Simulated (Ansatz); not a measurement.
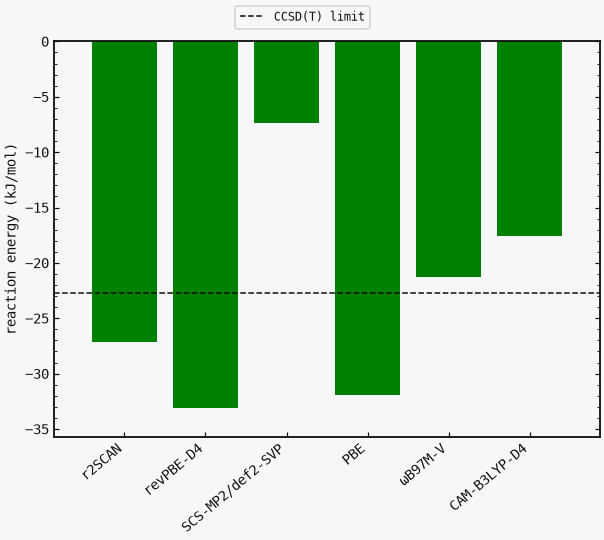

Electronic reaction energy of GeNH₂F ([NH2][Ge][F]) [singlet] + H₂S (S) → GeHSF ([F][Ge][SH]) [singlet] + NH₃ (N) (SMILES in brackets) at several levels (functionals in def2-TZVPP unless a basis is named), isolated molecules at PBE0-D4 triple-zeta geometries, minima by their frequencies, no zero-point or thermal terms, the Ansatz code. The line is frozen-core CCSD(T) at the basis limit (MP2 extrapolated from triple and quadruple zeta, plus CCSD(T) less MP2 in a smaller set). No dispersion term is added to r2SCAN and PBE. The distance of SCS-MP2/def2-SVP to the limit includes basis error.

### Which level comes closest to the line (CCSD(T) limit), and which misses most?

Closest ωB97M-V (−21.3 kJ/mol), against −22.7 kJ/mol; farthest SCS-MP2/def2-SVP (−7.3 kJ/mol).

### Give the values.

| level | kJ/mol | less CCSD(T) limit |
| --- | --- | --- |
| r2SCAN | −27.2 | −4.5 |
| revPBE-D4 | −33.1 | −10.4 |
| SCS-MP2/def2-SVP | −7.3 | 15.4 |
| PBE | −31.9 | −9.2 |
| ωB97M-V | −21.3 | 1.4 |
| CAM-B3LYP-D4 | −17.5 | 5.2 |
| CCSD(T) limit | −22.7 | 0.0 |

Known limits of this run: no scalar relativity up to krypton; outer-core shells are correlated without core-valence functions, which makes the correlated values less sure.
